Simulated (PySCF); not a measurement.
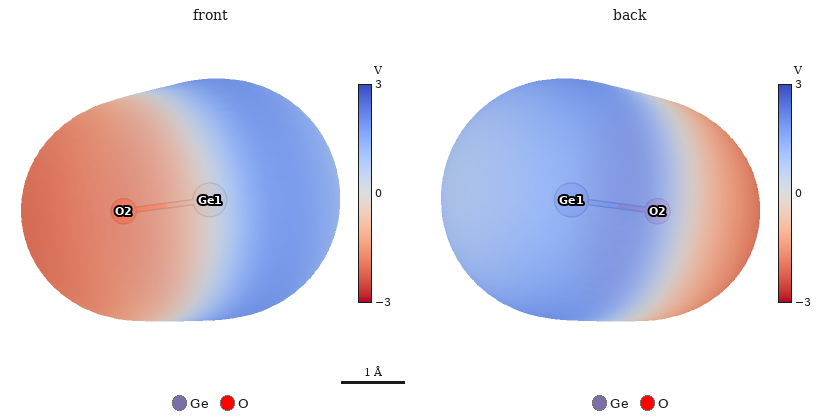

Figure. GeO. The electrostatic potential painted on the density surface at 0.002 e/bohr³, seen from the front and from behind; the colour scale runs from red (negative) to blue (positive).

The calculation used PBE0/def2-TZVPPD, non-relativistic Hamiltonian with scalar-relativistic core potentials where named, at a bond length of 1.628 Å in PySCF.

```xyz
2

Ge    0.0000    0.0000   -0.2896
O     0.0000    0.0000    1.3384
```

Q: Where is the surface potential most negative and most positive?

A: The most negative region (about −2.0 V) lies over O2, the most positive (about +1.8 V) over Ge1. O2 is the likeliest acceptor of a hydrogen bond.
